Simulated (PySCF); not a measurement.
## Run report: C$_{3}$H$_{9}$BFSi, EPR calculation

System: C$_{3}$H$_{9}$BFSi, multiplicity 2.
Method: UKS B3LYP, pcH-1 on B C F H Si, non-relativistic, mean-field spin-orbit, GIAO (PySCF 2.14.0).

It belongs to a series of runs on one base structure; here: H removed from sp3 C.

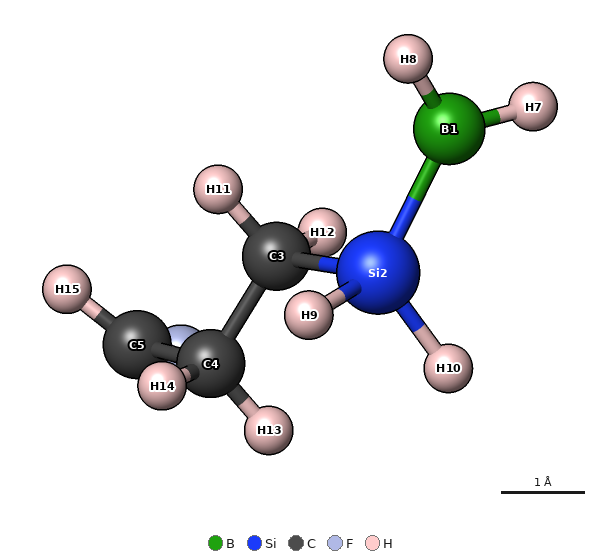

The structure (ball-and-stick view, seen at a tilt; atoms are numbered from 1 in the order of the input).

## Input
```
{"job": {"kind": "epr", "basis": "pcH-1"}, "charge": 0, "multiplicity": 2}
B      2.956796     0.006918    -0.141733
Si     1.295379    -0.383700     0.795363
C     -0.133606     0.158847    -0.378171
C     -1.531735    -0.055620     0.243659
C     -2.556436     0.358864    -0.717624
F     -2.919080    -0.526332    -1.668275
H      3.488037    -0.790011    -0.814729
H      3.445855     1.069965    -0.101091
H      1.030262     0.340696     2.055194
H      0.995669    -1.789162     1.131728
H     -0.019828     1.213121    -0.635965
H     -0.075325    -0.402874    -1.311576
H     -1.656482    -1.109542     0.491324
H     -1.612685     0.538233     1.154044
H     -2.711234     1.378586    -1.030578
```

The first line tells a small driver script what to run in PySCF; the rest is the geometry in Å.

Launch command:
```bash
OMP_NUM_THREADS=1 python <driver script> task.json out
```

## The program's output
```
UKS, coarse grid
  cycle   1  E = -533.70984942  |g| = 4.62e-01
  cycle   2  E = -533.10662403  |g| = 1.02e+00
  cycle   3  E = -533.81472902  |g| = 2.12e-01
  cycle   4  E = -533.83856557  |g| = 1.18e-01
  cycle   5  E = -533.84682702  |g| = 3.93e-02
  cycle   6  E = -533.84771498  |g| = 2.11e-02
  cycle   7  E = -533.84807607  |g| = 5.59e-03
  cycle   8  E = -533.84809068  |g| = 2.56e-03
  cycle   9  E = -533.84809439  |g| = 7.44e-04
UKS, final grid
  cycle   1  E = -533.84801575  |g| = 1.04e-03
  cycle   2  E = -533.84801510  |g| = 1.68e-03
  cycle   3  E = -533.84801628  |g| = 1.14e-04
  cycle   4  E = -533.84801629  |g| = 5.53e-05
  cycle   5  E = -533.84801629  |g| = 3.01e-05
  cycle   6  E = -533.84801630  |g| = 7.29e-06
E = -533.84801630 Eh   <S^2> = 0.7542 (exact 0.7500)
g shifts (ppm)      1          2          3
  rmc          -198       -198       -198
  gc              0         13         16
  oz_so          -6       1800       2668
  total        -204       1615       2486
hyperfine (MHz)  atom isotope    a_iso     a_fc   dipolar eigenvalues
    0   11B       2.76       2.77     -2.45     -1.43      3.87
    1  29Si      -9.07      -9.10     -6.74      3.12      3.63
    2   13C      90.13      90.14     -5.59     -4.51     10.10
    3   13C     -18.49     -18.50     -1.95     -1.56      3.51
    4   13C     160.18     160.12    -82.60    -79.95    162.56
    5   19F     159.81     159.19   -261.73   -224.58    486.31
    6    1H      -1.62      -1.62     -0.94     -0.02      0.96
    7    1H      -1.68      -1.68     -0.90     -0.01      0.91
    8    1H      -1.01      -1.01     -1.23     -0.30      1.53
    9    1H      -1.30      -1.30     -1.20     -0.29      1.49
   10    1H      -0.82      -0.82     -5.28     -2.50      7.78
   11    1H      -2.94      -2.94     -5.01     -2.30      7.31
   12    1H      20.14      20.14     -5.44     -4.44      9.89
   13    1H      28.46      28.46     -5.89     -4.58     10.47
   14    1H     -45.44     -45.49    -36.51     -2.48     38.99
```

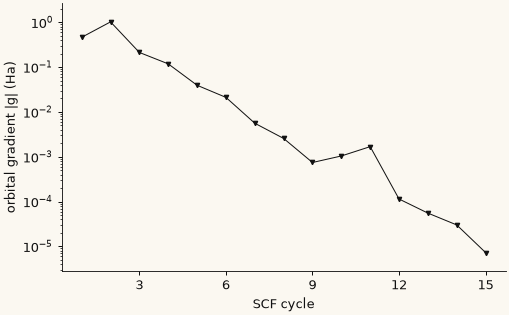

Convergence of the self-consistent field: orbital gradient |g| against the SCF cycle. All cycles printed in the log are drawn one after another.

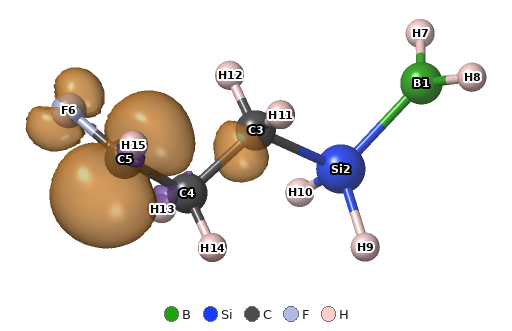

Isosurfaces of the spin density at +0.03 (orange) and −0.03 e/Å³ (purple), seen at a tilt. The unpaired spin (1 electron) lies mostly on C5 (about 0.7) and F6 (about 0.1), in electrons by Hirshfeld's partition.

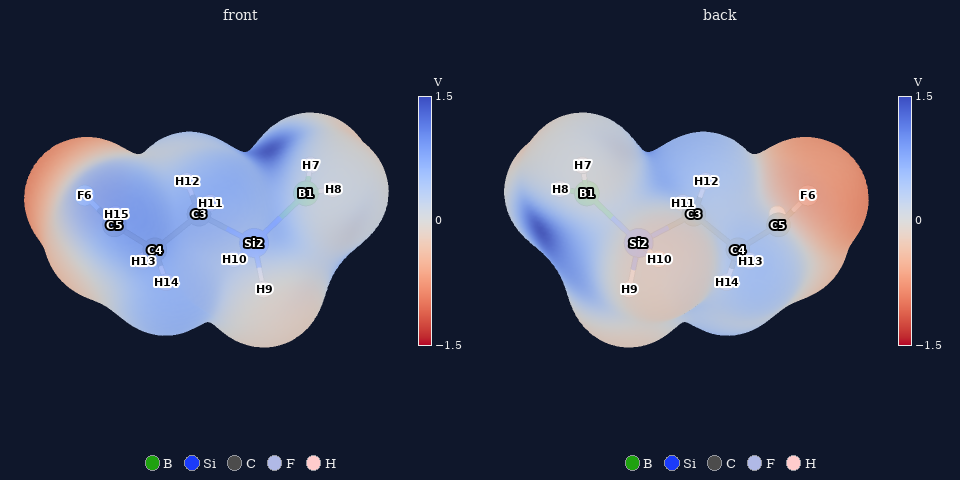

The electrostatic potential painted on the density surface at 0.001 e/bohr³, seen at a tilt and from behind; the colour scale runs from red (negative) to blue (positive). A positive charge is drawn to the negative regions and a negative charge to the positive ones.

## Summary

```tsv
quantity	value
outcome	converged
total energy	−533.848016 hartree
⟨S²⟩	0.754
isotropic g	2.0036
hardware	1 CPU thread, shared host
wall time	49 s
peak memory	1 GiB
```
